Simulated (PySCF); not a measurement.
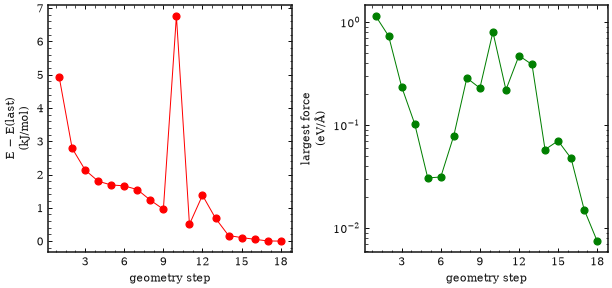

History of a geometry optimisation.

The run: C2H3F3NO (SMILES CN([O])C(F)(F)F), multiplicity 2, by PBE0-D3(BJ)/def2-SVP, geometry optimisation (PySCF).

> How did it end, and what did it gain?

The optimisation met its thresholds at geometry 18, counting the start as the first. The energy fell by about 4.9 kJ/mol from the first step to the last, with a rise at steps 10 and 12. The largest force goes from about 1.2 eV/Å at the start to 7 × 10⁻³ eV/Å at the end.

> By which step was nine tenths of the energy gained?

By step 14 of 18.
